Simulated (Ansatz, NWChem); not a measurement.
Abstraction of H: GeH(OH)3 + BHBr → Ge(OH)3 + BH2Br

Gas-phase species: GeH(OH)3, singlet; BHBr `[BH]Br`, doublet; Ge(OH)3, doublet; BH2Br `BBr`, singlet. A radical takes H: the energy is the difference in strength between the Ge–H bond broken and the B–H bond made.

Shapes, held fixed at every level: PBE0-D4/def2-TZVP. Flexible molecules stand in one conformer, not always the lowest. Programs: Ansatz 0.2.0, NWChem 7.3.0. The zero-point and thermal change to 298 K, harmonic and unscaled (PBE0-D4/def2-TZVP), is +4.9 kJ/mol.

```csv
level,kind,ΔH(298 K) (kJ/mol),less CCSD(T)/def2-TZVPP
HF/def2-SVP,Hartree–Fock,-48.1,+21.7
HF/def2-TZVPP,Hartree–Fock,-55.6,+14.2
SPW92/def2-TZVPP,LDA,-89.6,-19.8
PBE-D4/def2-TZVPP,GGA,-91.3,-21.5
B3LYP/6-31G* (Cartesian functions),global hybrid,-96.8,-27.0
B3LYP-D4/def2-TZVPP,global hybrid,-89.3,-19.5
r2SCAN0-D4/def2-TZVPP,global hybrid,-71.0,-1.2
CCSD(T)/def2-TZVPP,coupled cluster or CI,-69.8,0.0
```

The highest level, CCSD(T)/def2-TZVPP, gives ΔH(298 K) = -69.8 kJ/mol; the levels span -96.8 to -48.1. The column of differences is taken from that level and isn't an error. No measured value is set beside it here. Open shells run unrestricted. Relativity is left out for Br, Ge. Outer-core shells of Br, Ge are correlated, in sets that cover them unevenly.

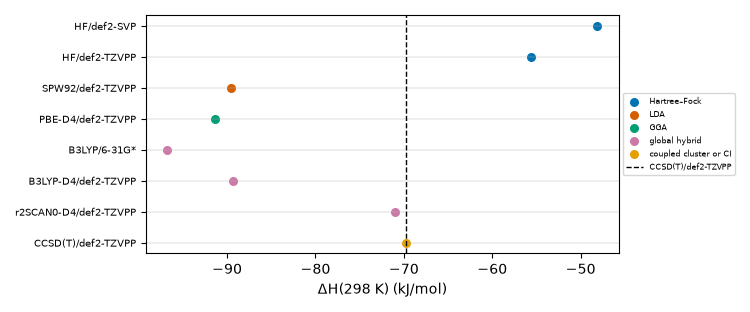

The values of the table, level by level.
